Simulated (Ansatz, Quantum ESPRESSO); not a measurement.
**Mg3Be (Pm-3m): zone-centre phonons**

Which modes does Mg3Be (Pm-3m) have at the zone centre?

Method: DFT PBE, scalar-relativistic, plane waves, SSSP efficiency pseudopotentials, in Quantum ESPRESSO 7.5.

The structure was built from a prototype and need not be the compound's stable phase.

## 1. Set-up

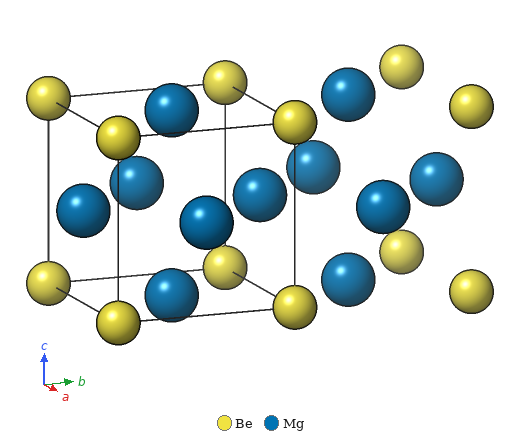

Start, viewed slightly off an axis; beryllium yellow, magnesium blue. 1×2×1 cells are drawn. Some periodic images of atoms are drawn too.

## 2. A probe with smearing

A cheap run with smearing and empty bands tells whether the crystal has a gap, which decides between fixed occupations and smearing later on.

probe.in reads:

```
&control
   calculation = 'scf'
   prefix = 'x'
   outdir = './tmp'
   pseudo_dir = './pseudo'
   tprnfor = .true.
   tstress = .true.
   verbosity = 'high'
/
&system
   ibrav = 1
   celldm(1) = 7.93084604
   nat = 4
   ntyp = 2
   ecutwfc = 60.0
   ecutrho = 480.0
   occupations = 'smearing'
   smearing = 'gaussian'
   degauss = 0.01
/
&electrons
   conv_thr = 1.0d-07
   mixing_beta = 0.7
   electron_maxstep = 100
/
ATOMIC_SPECIES
 Be      9.0122  Be.upf
 Mg     24.3050  Mg.upf
ATOMIC_POSITIONS crystal
 Be     0.000000000   0.000000000   0.000000000
 Mg     0.000000000   0.500000000   0.500000000
 Mg     0.500000000   0.000000000   0.500000000
 Mg     0.500000000   0.500000000   0.000000000
K_POINTS automatic
 4 4 4 0 0 0
```

The run is started by

```
OMP_NUM_THREADS=1 mpirun -n 4 pw.x -nk 4 -in probe.in > probe.out
```

What it wrote:

```text
[banners, grids, parts of the stress and lines that vanish by symmetry left out]
Program PWSCF v.7.5
     file Mg.upf: wavefunction(s)  3S renormalized

[...]
kinetic-energy cutoff     =      60.0000  Ry
     charge density cutoff     =     480.0000  Ry
     scf convergence threshold =      1.0E-07
[...]
Exchange-correlation= SLA  PW   PBX  PBC
                           (   1   4   3   4   0   0   0)
[...]
48 Sym. Ops., with inversion, found
[...]
(     0          1          0      )
                  (     0          0          1      )
[...]
(  0.0000000  1.0000000  0.0000000 )
                  (  0.0000000  0.0000000  1.0000000 )
[...]
(     0         -1          0      )
                  (     0          0          1      )
[...]
(     1          0          0      )
[...]
( -1.0000000  0.0000000  0.0000000 )
                  (  0.0000000  1.0000000  0.0000000 )
[...]
number of k points=    10  Gaussian smearing, width (Ry)=  0.0100
[...]
End of self-consistent calculation
[...]
the Fermi energy is     4.4320 ev
!    total energy              =    -129.01800790 Ry
[...]
convergence has been achieved in   7 iterations
[...]
atom    1 type  1   force =     0.00000000    0.00000000    0.00000000
     atom    2 type  2   force =     0.00000000    0.00000000    0.00000000
     atom    3 type  2   force =     0.00000000    0.00000000    0.00000000
     atom    4 type  2   force =     0.00000000    0.00000000    0.00000000
[...]
Total force =     0.000000     Total SCF correction =     0.000000
[...]
total   stress  (Ry/bohr**3)                   (kbar)     P=        8.64
[...]
XML data file, charge density, pseudopotentials, collected wavefunctions

   JOB DONE.
```

The job ended after 5.4 s (4 MPI ranks of Arm Neoverse V1, shared host; 21 s of CPU time).

This step gave:

| Property | Result |
| --- | --- |
| volume per atom | 18.48 Å³ |
| pressure | 0.8640 GPa |
| gap on the k-mesh | 0 eV |

No gap opens on this mesh, so smearing is kept; the start stands at 0.86 GPa.

## 3. Relaxation

The relaxation runs at a cutoff a fifth above that of the response, since stress converges more slowly with the basis than frequencies do. Forces and stress are brought to rest with tight thresholds.

relax.in reads:

```
&control
   calculation = 'vc-relax'
   prefix = 'x'
   outdir = './tmp'
   pseudo_dir = './pseudo'
   tprnfor = .true.
   tstress = .true.
   forc_conv_thr = 2.0d-05
   etot_conv_thr = 1.0d-07
   nstep = 40
/
&system
   ibrav = 1
   celldm(1) = 7.93084604
   nat = 4
   ntyp = 2
   ecutwfc = 72
   ecutrho = 576.0
   occupations = 'smearing'
   smearing = 'mv'
   degauss = 0.02
/
&electrons
   conv_thr = 1.0d-11
   mixing_beta = 0.7
   electron_maxstep = 100
/
&ions
/
&cell
   press_conv_thr = 0.2
/
ATOMIC_SPECIES
 Be      9.0122  Be.upf
 Mg     24.3050  Mg.upf
ATOMIC_POSITIONS crystal
 Be     0.000000000   0.000000000   0.000000000
 Mg     0.000000000   0.500000000   0.500000000
 Mg     0.500000000   0.000000000   0.500000000
 Mg     0.500000000   0.500000000   0.000000000
K_POINTS automatic
 8 8 8 0 0 0
```

The run is started by

```
OMP_NUM_THREADS=1 mpirun -n 4 pw.x -nk 4 -in relax.in > relax.out
```

What it wrote:

```text
[banners, grids, parts of the stress and lines that vanish by symmetry left out]
[banner, memory and clock lines left out]
Program PWSCF v.7.5

[...]
kinetic-energy cutoff     =      72.0000  Ry
     charge density cutoff     =     576.0000  Ry
     scf convergence threshold =      1.0E-11
[...]
energy convergence thresh.=      1.0E-07
     force convergence thresh. =      2.0E-05
     press convergence thresh. =      2.0E-01
     Exchange-correlation= SLA  PW   PBX  PBC
                           (   1   4   3   4   0   0   0)
[...]
48 Sym. Ops., with inversion, found
[...]
number of k points=    35  Marzari-Vanderbilt smearing, width (Ry)=  0.0200
[...]
End of self-consistent calculation
[...]
the Fermi energy is     4.2943 ev
!    total energy              =    -129.01403392 Ry
[...]
convergence has been achieved in   9 iterations
[...]
atom    1 type  1   force =     0.00000000    0.00000000    0.00000000
     atom    2 type  2   force =     0.00000000    0.00000000    0.00000000
     atom    3 type  2   force =     0.00000000    0.00000000    0.00000000
     atom    4 type  2   force =     0.00000000    0.00000000    0.00000000
     Total force =     0.000000     Total SCF correction =     0.000000
[...]
total   stress  (Ry/bohr**3)                   (kbar)     P=        7.03
[...]
number of bfgs steps    =   0
[...]
CELL_PARAMETERS (alat=  7.93084604)
[...]
ATOMIC_POSITIONS (crystal)
Be               0.0000000000        0.0000000000        0.0000000000
Mg               0.0000000000        0.5000000000        0.5000000000
Mg               0.5000000000        0.0000000000        0.5000000000
Mg               0.5000000000        0.5000000000        0.0000000000
[...]
New effective cutoffs (rho, wfc):  574.19   71.82
[...]
End of self-consistent calculation
[...]
the Fermi energy is     4.2703 ev
!    total energy              =    -129.01410886 Ry
[...]
convergence has been achieved in   5 iterations
[...]
atom    1 type  1   force =     0.00000000    0.00000000    0.00000000
     atom    2 type  2   force =     0.00000000    0.00000000    0.00000000
     atom    3 type  2   force =     0.00000000    0.00000000    0.00000000
     atom    4 type  2   force =     0.00000000    0.00000000    0.00000000
     Total force =     0.000000     Total SCF correction =     0.000000
[...]
total   stress  (Ry/bohr**3)                   (kbar)     P=        5.30
[...]
number of bfgs steps    =   1
[...]
CELL_PARAMETERS (alat=  7.93084604)
[...]
ATOMIC_POSITIONS (crystal)
[...]
New effective cutoffs (rho, wfc):  572.68   71.63
[...]
End of self-consistent calculation
[...]
the Fermi energy is     4.2441 ev
!    total energy              =    -129.01416737 Ry
[...]
convergence has been achieved in   7 iterations
[...]
atom    1 type  1   force =     0.00000000    0.00000000    0.00000000
     atom    2 type  2   force =     0.00000000    0.00000000    0.00000000
     atom    3 type  2   force =     0.00000000    0.00000000    0.00000000
     atom    4 type  2   force =     0.00000000    0.00000000    0.00000000
     Total force =     0.000000     Total SCF correction =     0.000000
[...]
total   stress  (Ry/bohr**3)                   (kbar)     P=        3.43
[...]
the Fermi energy is     4.2050 ev
!    total energy              =    -129.01420873 Ry
[...]
convergence has been achieved in   7 iterations
[...]
atom    1 type  1   force =     0.00000000    0.00000000    0.00000000
     atom    2 type  2   force =     0.00000000    0.00000000    0.00000000
[...]
Total force =     0.000000     Total SCF correction =     0.000000
[...]
total   stress  (Ry/bohr**3)                   (kbar)     P=        0.68
[...]
number of bfgs steps    =   3
[...]
CELL_PARAMETERS (alat=  7.93084604)
[...]
ATOMIC_POSITIONS (crystal)
[...]
New effective cutoffs (rho, wfc):  569.88   71.28
[...]
End of self-consistent calculation
[...]
the Fermi energy is     4.1953 ev
!    total energy              =    -129.01421047 Ry
[...]
convergence has been achieved in   6 iterations
[...]
Total force =     0.000000     Total SCF correction =     0.000000
[...]
total   stress  (Ry/bohr**3)                   (kbar)     P=        0.01
[...]
number of bfgs steps    =   4
[...]
small trust_radius: resetting bfgs history
[...]
CELL_PARAMETERS (alat=  7.93084604)
[...]
ATOMIC_POSITIONS (crystal)
[...]
New effective cutoffs (rho, wfc):  569.88   71.28
[...]
End of self-consistent calculation
[...]
the Fermi energy is     4.1952 ev
!    total energy              =    -129.01421047 Ry
[...]
convergence has been achieved in   2 iterations
[...]
atom    1 type  1   force =     0.00000000    0.00000000    0.00000000
     atom    2 type  2   force =     0.00000000    0.00000000    0.00000000
     atom    3 type  2   force =     0.00000000    0.00000000    0.00000000
     atom    4 type  2   force =     0.00000000    0.00000000    0.00000000
     Total force =     0.000000     Total SCF correction =     0.000000
[...]
total   stress  (Ry/bohr**3)                   (kbar)     P=        0.01
[...]
bfgs converged in   6 scf cycles and   5 bfgs steps
[...]
End of BFGS Geometry Optimization
     Final enthalpy           =    -129.0142104712 Ry
     File ./tmp/x.bfgs deleted, as requested
[...]
CELL_PARAMETERS (alat=  7.93084604)
[...]
ATOMIC_POSITIONS (crystal)
[...]
Mg               0.5000000000        0.0000000000        0.5000000000
Mg               0.5000000000        0.5000000000        0.0000000000
[...]
Final scf calculation at the relaxed structure.
[...]
kinetic-energy cutoff     =      72.0000  Ry
     charge density cutoff     =     576.0000  Ry
     scf convergence threshold =      1.0E-13
[...]
press convergence thresh. =      2.0E-01
     Exchange-correlation= SLA  PW   PBX  PBC
                           (   1   4   3   4   0   0   0)
[...]
48 Sym. Ops., with inversion, found
[...]
number of k points=    35  Marzari-Vanderbilt smearing, width (Ry)=  0.0200
[...]
c_bands:  1 eigenvalues not converged
     c_bands:  1 eigenvalues not converged
     c_bands:  1 eigenvalues not converged
     c_bands:  1 eigenvalues not converged
     c_bands:  5 eigenvalues not converged
     c_bands:  1 eigenvalues not converged
     c_bands:  1 eigenvalues not converged
[...]
End of self-consistent calculation
[...]
the Fermi energy is     4.1952 ev
!    total energy              =    -129.01421051 Ry
[...]
convergence has been achieved in  11 iterations
[...]
atom    1 type  1   force =     0.00000000    0.00000000    0.00000000
     atom    2 type  2   force =     0.00000000    0.00000000    0.00000000
     atom    3 type  2   force =     0.00000000    0.00000000    0.00000000
     atom    4 type  2   force =     0.00000000    0.00000000    0.00000000
     Total force =     0.000000     Total SCF correction =     0.000000
[...]
total   stress  (Ry/bohr**3)                   (kbar)     P=        0.01
[...]
XML data file, charge density, pseudopotentials, collected wavefunctions
```

It took 70 s on 4 MPI ranks.

The steps of the relaxation:

```tsv
step	energy less that of the first step (eV)	largest force (eV/Å)	pressure (GPa)	volume (Å³)
1	0.0000	0.0000	0.70	73.92
2	-0.0010	0.0000	0.53	74.19
3	-0.0018	0.0000	0.34	74.48
4	-0.0024	0.0000	0.07	74.92
5	-0.0024	0.0000	0.00	75.03
6	-0.0024	0.0000	0.00	75.03
7	-0.0024	0.0000	0.00	75.03
```

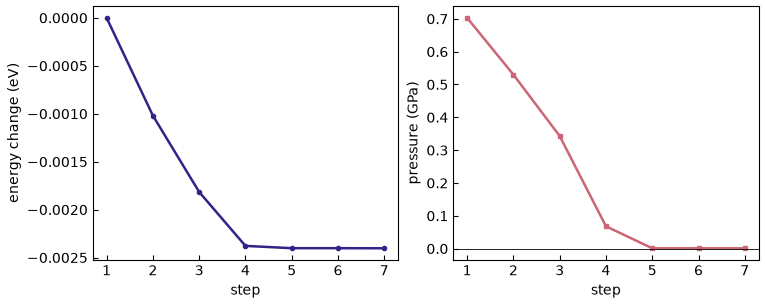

Energy and pressure along the relaxation.

```tsv
conventional cell, symmetrised	before	after	change
a (Å)	4.197	4.218	+0.5 %
b (Å)	4.197	4.218	+0.5 %
c (Å)	4.197	4.218	+0.5 %
volume (Å³/atom)	18.48	18.76	+1.5 %
```

Final coordinates:

```
CELL_PARAMETERS angstrom
4.21769 0.00000 0.00000
0.00000 4.21769 0.00000
0.00000 0.00000 4.21769
ATOMIC_POSITIONS crystal
Be 0.00000 0.00000 0.00000
Mg 0.00000 0.50000 0.50000
Mg 0.50000 0.00000 0.50000
Mg 0.50000 0.50000 0.00000
```

The last row of the table of steps is pw.x's closing run on a basis chosen anew for the final cell, so its energy can jump.

This step gave:

- volume per atom: 18.76 Å³
- pressure: 0.001 GPa

The volume changes by +1.5 % from the cell with which this run began.

## 4. Ground state

Perturbation theory inherits every error of the wavefunctions, so the threshold is set near the limit of the arithmetic. Smearing stays on, as the first look found no gap above 0.3 eV.

scf.in reads:

```
&control
   calculation = 'scf'
   prefix = 'x'
   outdir = './tmp'
   pseudo_dir = './pseudo'
   tprnfor = .true.
   tstress = .true.
/
&system
   ibrav = 1
   celldm(1) = 7.97028557
   nat = 4
   ntyp = 2
   ecutwfc = 60.0
   ecutrho = 480.0
   occupations = 'smearing'
   smearing = 'mv'
   degauss = 0.02
/
&electrons
   conv_thr = 1.0d-12
   mixing_beta = 0.7
   electron_maxstep = 100
/
ATOMIC_SPECIES
 Be      9.0122  Be.upf
 Mg     24.3050  Mg.upf
ATOMIC_POSITIONS crystal
 Be     0.000000000   0.000000000   0.000000000
 Mg     0.000000000   0.500000000   0.500000000
 Mg     0.500000000   0.000000000   0.500000000
 Mg     0.500000000   0.500000000   0.000000000
K_POINTS automatic
 8 8 8 0 0 0
```

The run is started by

```
OMP_NUM_THREADS=1 mpirun -n 4 pw.x -nk 4 -in scf.in > scf.out
```

What it wrote:

```text
[banners, grids, parts of the stress and lines that vanish by symmetry left out]
[banner, memory and clock lines left out]
Program PWSCF v.7.5

[...]
kinetic-energy cutoff     =      60.0000  Ry
     charge density cutoff     =     480.0000  Ry
     scf convergence threshold =      1.0E-12
[...]
Exchange-correlation= SLA  PW   PBX  PBC
                           (   1   4   3   4   0   0   0)
[...]
48 Sym. Ops., with inversion, found
[...]
number of k points=    35  Marzari-Vanderbilt smearing, width (Ry)=  0.0200
[...]
c_bands:  1 eigenvalues not converged
[...]
End of self-consistent calculation
[...]
the Fermi energy is     4.1952 ev
!    total energy              =    -129.01420677 Ry
[...]
convergence has been achieved in  11 iterations
[...]
atom    1 type  1   force =     0.00000000    0.00000000    0.00000000
     atom    2 type  2   force =     0.00000000    0.00000000    0.00000000
     atom    3 type  2   force =     0.00000000    0.00000000    0.00000000
     atom    4 type  2   force =     0.00000000    0.00000000    0.00000000
     Total force =     0.000000     Total SCF correction =     0.000000
[...]
total   stress  (Ry/bohr**3)                   (kbar)     P=        0.00
[...]
XML data file, charge density, pseudopotentials, collected wavefunctions
```

It took 13 s on 4 MPI ranks.

Read from the output:

```
pressure : 0 GPa
```

The cell stands at 0 GPa, close enough for phonons.

(Part 1 of 3 ends here.)

[Host names and launcher messages were left out of these logs when they were recorded.]

[Logs are printed without paths, hosts, clocks, repeated set-up lines and the standing remarks that a program may print on its own settings, such as how far it seeks lower states.]

[Hosts, paths, dates, database ids (printed as entryN), source tags and the programs' standing remarks are cut or masked in the printed files.]
